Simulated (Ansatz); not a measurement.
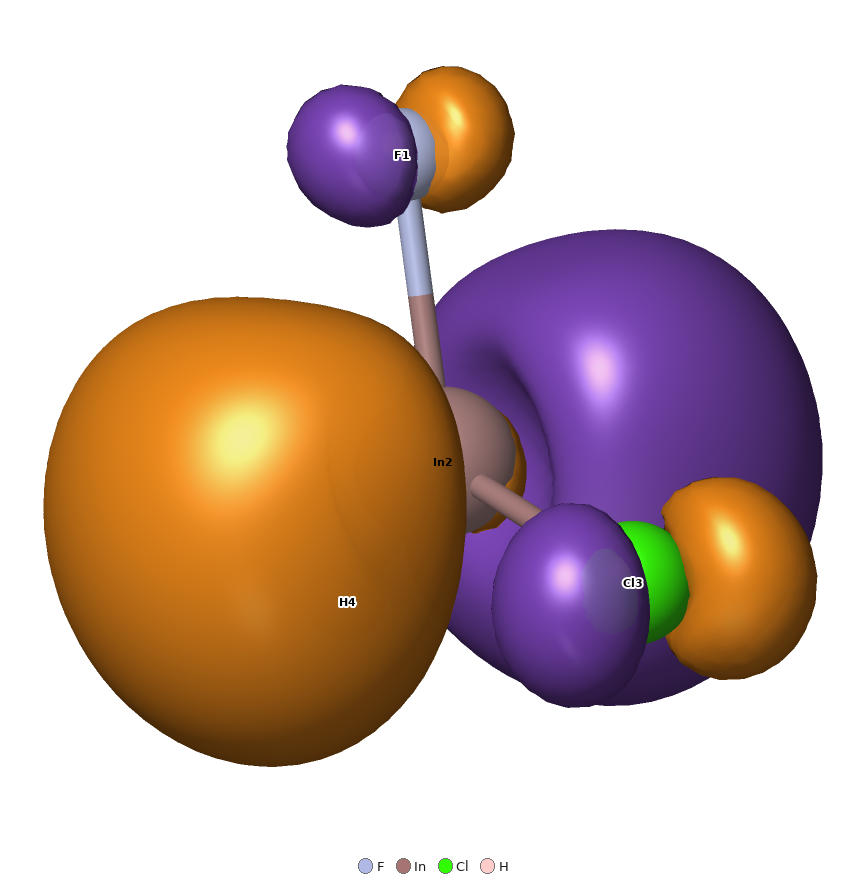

ClFHIn. The LUMO at ±0.1 Å⁻³ᐟ² (orange and purple are the two phases), seen at an oblique angle.

Geometry: PBE0-D4/def2-TZVP; core potentials replace the inner electrons of In.

Theory: RKS PBE0-D4/def2-TZVPP (Ansatz).

```xyz
4

F    -1.5692   -0.1905    0.9877
In   -0.0211    0.1303   -0.1356
Cl    1.6711   -1.3131    0.4682
H    -0.0253    1.3128   -1.3407
```

> Where does this orbital lie, and at what energy?

It lies mainly on In2 (about 85 %) and Cl3 (about 10 %); it changes sign across the molecular plane (π type). Its energy is −1.84 eV.
